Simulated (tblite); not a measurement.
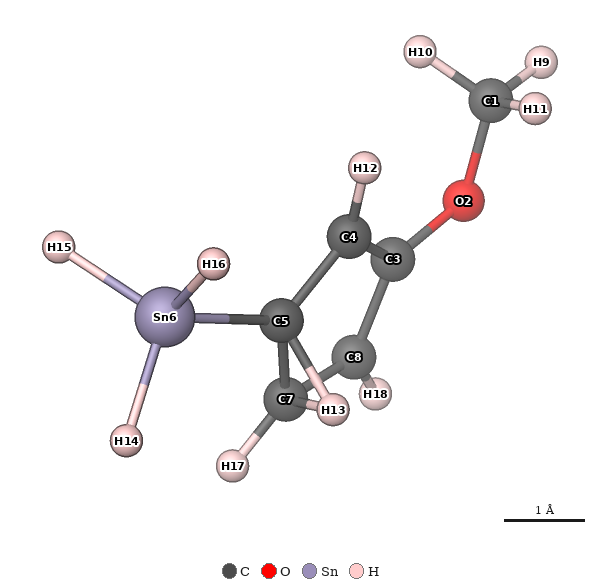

Fig. 1: The structure as given in the input (ball-and-stick view, seen at a tilt; atoms are numbered from 1 in the order of the input). Sticks mark near contacts.

# Run report: C$_{6}$H$_{10}$OSn, saddle-point search

- system: C$_{6}$H$_{10}$OSn
- method: GFN2-xTB saddle search (eigenvector following) and harmonic vibrations, gas phase (tblite 0.8.0)

## The program's output
```
step      E/eV     max force
  0    -652.89923   0.0814
  1    -652.90008   0.0803
  2    -652.89993   0.0643
  3    -652.90036   0.0141
  4    -652.90039   0.0141
  5    -652.90040   0.0024
lowest wavenumbers (cm-1): -1196.0 63.6 93.1 109.6 118.5 206.3
```

## Trajectory as extended XYZ (Å, eV, eV/Å), 6 frames, from step=0 to step=5
```
18
Properties=species:S:1:pos:R:3:forces:R:3 step=0 energy=-652.89923
C     2.9534    0.9845   -0.2173    0.0030   0.0010  -0.0050
O     2.5024   -0.3429   -0.1307   -0.0210  -0.0040  -0.0030
C     1.1540   -0.5121   -0.0298   -0.0150  -0.0150  -0.0090
C     0.1671    0.4567    0.0887    0.0060  -0.0030   0.0090
C    -1.0843   -0.1756    0.1900    0.0010  -0.0500   0.0560
Sn   -2.9765    0.7237   -0.0763   -0.0010   0.0130   0.0060
C    -0.8020   -1.6425    0.1221    0.0120  -0.0360  -0.0510
C     0.5730   -1.7831   -0.0254   -0.0190  -0.0090   0.0110
H     4.0268    0.9283   -0.3873    0.0220   0.0080   0.0150
H     2.4802    1.5122   -1.0516    0.0040   0.0070  -0.0180
H     2.7581    1.5354    0.7094    0.0010   0.0010   0.0080
H     0.3047    1.5208    0.1294    0.0060   0.0010  -0.0070
H    -1.1009   -0.9847    1.1961   -0.0190   0.0790  -0.0050
H    -4.1520   -0.2931    0.5044   -0.0080  -0.0130  -0.0070
H    -3.2918    1.0350   -1.6716   -0.0030  -0.0040   0.0180
H    -3.0781    2.1541    0.7556    0.0120  -0.0020  -0.0130
H    -1.5463   -2.4080   -0.0112    0.0200   0.0060   0.0000
H     1.1122   -2.7085   -0.0945   -0.0010   0.0220  -0.0060
18
Properties=species:S:1:pos:R:3:forces:R:3 step=1 energy=-652.90008
C     2.9591    0.9856   -0.1969    0.0270   0.0200  -0.0060
O     2.5003   -0.3420   -0.1501    0.0130   0.0200  -0.0010
C     1.1515   -0.5112   -0.0536    0.0020   0.0000   0.0000
C     0.1635    0.4576    0.0651   -0.0020   0.0010   0.0010
C    -1.0856   -0.1754    0.1721    0.0000  -0.0050   0.0020
Sn   -2.9828    0.7218   -0.0620   -0.0180   0.0100  -0.0040
C    -0.8033   -1.6425    0.1103    0.0010  -0.0010  -0.0020
C     0.5723   -1.7817   -0.0436    0.0000  -0.0010   0.0000
H     4.0445    0.9292   -0.2938   -0.0800   0.0010   0.0070
H     2.5431    1.5214   -1.0592    0.0250  -0.0220   0.0520
H     2.7040    1.5293    0.7218    0.0150  -0.0190  -0.0520
H     0.3015    1.5220    0.0967    0.0000  -0.0010   0.0000
H    -1.0947   -0.9901    1.1813   -0.0010   0.0030   0.0010
H    -4.1449   -0.2656    0.6003    0.0150   0.0130  -0.0100
H    -3.3608    0.9672   -1.6566    0.0040  -0.0030   0.0260
H    -3.0356    2.1893    0.7093   -0.0010  -0.0180  -0.0120
H    -1.5452   -2.4094   -0.0246    0.0010   0.0000   0.0000
H     1.1132   -2.7052   -0.1166    0.0000   0.0010   0.0000
18
Properties=species:S:1:pos:R:3:forces:R:3 step=2 energy=-652.89993
C     2.9593    0.9874   -0.1874   -0.0290  -0.0250   0.0000
O     2.4999   -0.3399   -0.1491   -0.0040   0.0020  -0.0010
C     1.1512   -0.5103   -0.0537    0.0000   0.0000   0.0010
C     0.1624    0.4571    0.0700    0.0010  -0.0010   0.0000
C    -1.0865   -0.1773    0.1711    0.0060  -0.0030   0.0020
Sn   -2.9827    0.7213   -0.0631   -0.0290   0.0160  -0.0020
C    -0.8032   -1.6437    0.1005   -0.0020  -0.0020   0.0010
C     0.5728   -1.7811   -0.0526    0.0010   0.0000   0.0000
H     4.0380    0.9301   -0.3081    0.0640  -0.0050  -0.0030
H     2.5282    1.5358   -1.0300   -0.0180   0.0140  -0.0370
H     2.7262    1.5193    0.7405   -0.0150   0.0130   0.0370
H     0.2996    1.5213    0.1097    0.0010   0.0020   0.0010
H    -1.0963   -0.9986    1.1753    0.0000  -0.0010  -0.0010
H    -4.1417   -0.2380    0.6473    0.0210   0.0200  -0.0150
H    -3.3839    0.9162   -1.6598    0.0060  -0.0020   0.0320
H    -3.0135    2.2142    0.6610   -0.0030  -0.0300  -0.0150
H    -1.5443   -2.4102   -0.0407    0.0000   0.0010   0.0000
H     1.1144   -2.7037   -0.1310   -0.0010   0.0010   0.0000
18
Properties=species:S:1:pos:R:3:forces:R:3 step=3 energy=-652.90036
C     2.9591    0.9857   -0.1964   -0.0060  -0.0050  -0.0020
O     2.5001   -0.3412   -0.1479   -0.0010  -0.0020  -0.0010
C     1.1514   -0.5108   -0.0512    0.0000   0.0000   0.0000
C     0.1631    0.4577    0.0682    0.0000   0.0000   0.0000
C    -1.0859   -0.1757    0.1730    0.0000   0.0000   0.0000
Sn   -2.9825    0.7218   -0.0633    0.0020   0.0000   0.0000
C    -0.8033   -1.6426    0.1096    0.0000   0.0000   0.0000
C     0.5725   -1.7813   -0.0432    0.0000   0.0000   0.0000
H     4.0403    0.9279   -0.3076    0.0140  -0.0010   0.0010
H     2.5338    1.5247   -1.0493   -0.0030   0.0040  -0.0090
H     2.7175    1.5271    0.7248   -0.0050   0.0040   0.0100
H     0.3009    1.5220    0.1019    0.0000   0.0000   0.0010
H    -1.0960   -0.9921    1.1811    0.0000   0.0000   0.0000
H    -4.1439   -0.2614    0.6003   -0.0010  -0.0010   0.0010
H    -3.3606    0.9618   -1.6559    0.0000   0.0000  -0.0020
H    -3.0353    2.1904    0.7008    0.0000   0.0010   0.0010
H    -1.5448   -2.4095   -0.0275    0.0000   0.0000   0.0000
H     1.1137   -2.7045   -0.1173    0.0000   0.0000   0.0000
18
Properties=species:S:1:pos:R:3:forces:R:3 step=4 energy=-652.90039
C     2.9588    0.9858   -0.1962    0.0060   0.0050   0.0000
O     2.5001   -0.3412   -0.1489    0.0010   0.0000   0.0000
C     1.1514   -0.5109   -0.0525    0.0000   0.0000   0.0000
C     0.1631    0.4575    0.0675    0.0000   0.0000   0.0000
C    -1.0858   -0.1759    0.1727    0.0000   0.0000   0.0000
Sn   -2.9825    0.7219   -0.0621   -0.0010   0.0000   0.0000
C    -0.8033   -1.6428    0.1088    0.0000   0.0000   0.0000
C     0.5725   -1.7815   -0.0447    0.0000   0.0000   0.0000
H     4.0419    0.9285   -0.2968   -0.0140   0.0010   0.0010
H     2.5410    1.5226   -1.0550    0.0040  -0.0030   0.0080
H     2.7078    1.5292    0.7221    0.0030  -0.0030  -0.0090
H     0.3009    1.5218    0.1012    0.0000   0.0000   0.0000
H    -1.0954   -0.9926    1.1806    0.0000   0.0000   0.0000
H    -4.1434   -0.2598    0.6051    0.0010   0.0010   0.0000
H    -3.3631    0.9598   -1.6546    0.0000   0.0000   0.0010
H    -3.0330    2.1917    0.7003    0.0000   0.0000   0.0000
H    -1.5448   -2.4096   -0.0282    0.0000   0.0000   0.0000
H     1.1137   -2.7046   -0.1193    0.0000   0.0000   0.0000
18
Properties=species:S:1:pos:R:3:forces:R:3 step=5 energy=-652.90040
C     2.9591    0.9860   -0.1942   -0.0010  -0.0010  -0.0010
O     2.5001   -0.3410   -0.1493    0.0000   0.0000   0.0000
C     1.1514   -0.5108   -0.0537    0.0000   0.0000   0.0000
C     0.1629    0.4574    0.0666    0.0000   0.0000   0.0000
C    -1.0860   -0.1762    0.1715    0.0000   0.0000   0.0000
Sn   -2.9827    0.7218   -0.0615    0.0010  -0.0010   0.0000
C    -0.8032   -1.6430    0.1069    0.0000   0.0000   0.0000
C     0.5726   -1.7814   -0.0467    0.0000   0.0000   0.0000
H     4.0419    0.9287   -0.2928    0.0020   0.0000   0.0000
H     2.5432    1.5238   -1.0528   -0.0010   0.0010  -0.0010
H     2.7066    1.5284    0.7238   -0.0010   0.0010   0.0020
H     0.3005    1.5218    0.1005    0.0000   0.0000   0.0000
H    -1.0952   -0.9932    1.1791    0.0000   0.0000   0.0000
H    -4.1423   -0.2553    0.6145    0.0000  -0.0010   0.0000
H    -3.3690    0.9520   -1.6537    0.0000   0.0000  -0.0010
H    -3.0291    2.1952    0.6937    0.0000   0.0010   0.0010
H    -1.5447   -2.4099   -0.0303    0.0000   0.0000   0.0000
H     1.1139   -2.7045   -0.1216    0.0000   0.0000   0.0000
```

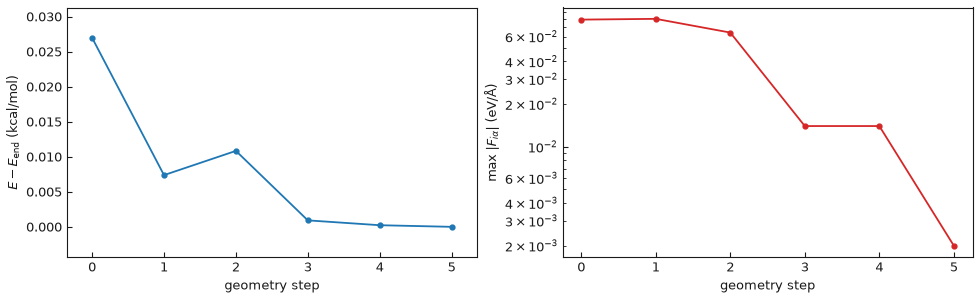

Fig. 2: Progress of the saddle-point search, step by step (steps are counted from 0).

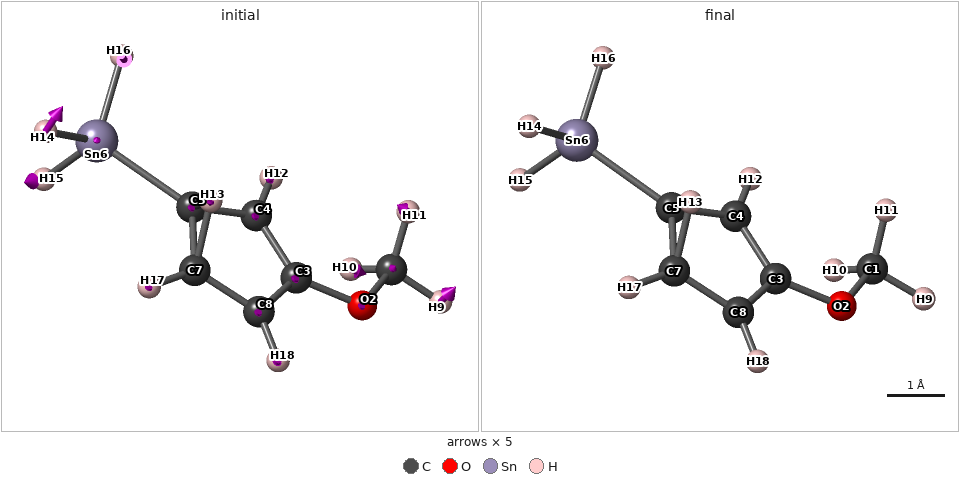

Fig. 3: Before (left) and after (right) the saddle-point search, at one scale (ball-and-stick view, seen at a tilt). The pink arrows give the displacements, magnified 5 times. After 5 geometry steps the energy has fallen by 0.03 kcal/mol. The largest force component goes from 0.079 to 0.002 eV/Å. The largest moves after the best rigid fit, 0.12 Å, are those of H14 and H15. By element the largest moves are H 0.12 Å, C 0.02 Å, O 0.02 Å, Sn 0.02 Å. Distances before and after: C7–H13 1.294 → 1.287 Å, C5–H13 1.291 → 1.297 Å. (Atoms are counted from 1 in the order of the input.)

The run was set up as follows.

## The input
```
{"job": {"xc": "GFN2-xTB", "basis": "xTB", "kind": "saddle"}, "charge": 0, "multiplicity": 1}
C      2.953373     0.984458    -0.217344
O      2.502351    -0.342884    -0.130731
C      1.154009    -0.512053    -0.029809
C      0.167119     0.456726     0.088706
C     -1.084296    -0.175606     0.189991
Sn    -2.976477     0.723663    -0.076292
C     -0.802000    -1.642484     0.122078
C      0.572964    -1.783128    -0.025424
H      4.026814     0.928269    -0.387262
H      2.480230     1.512199    -1.051585
H      2.758144     1.535435     0.709421
H      0.304685     1.520778     0.129367
H     -1.100937    -0.984734     1.196103
H     -4.151977    -0.293138     0.504399
H     -3.291792     1.034960    -1.671620
H     -3.078126     2.154070     0.755612
H     -1.546287    -2.408040    -0.011152
H      1.112204    -2.708489    -0.094458
```

The first line tells a small driver script what to run in tblite; the rest is the geometry in Å.

Run as:
```bash
OMP_NUM_THREADS=1 python <driver script> task.json out
```

## Key numbers

| quantity | value |
| --- | --- |
| outcome | converged |
| total energy | −652.9004 eV |
| point group | C1 |
| hardware | 1 CPU thread, shared host |
| wall time | 3.2 s |
| peak memory | 0.2 GiB |
